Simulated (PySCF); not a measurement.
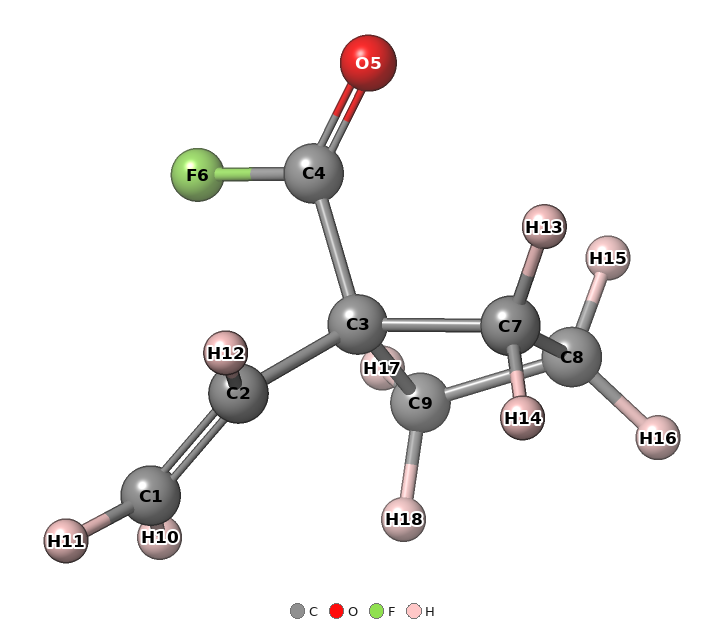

Depth is shown by fading: the farther an atom, the more it takes the colour of the background. Computed geometry: PBE0-D3(BJ)/def2-SVP optimisation. No frequency run is at hand to confirm it as a minimum.

Question: What is the conformation of the ring C3–C7–C8–C9?

Answer: It is puckered (butterfly). The Cremer–Pople amplitude Q is 0.23 Å.

Question: Give the torsion angles round the ring, beginning with the bond from its second to its third atom.

Answer: −17°, 17°, −17°, 17°.
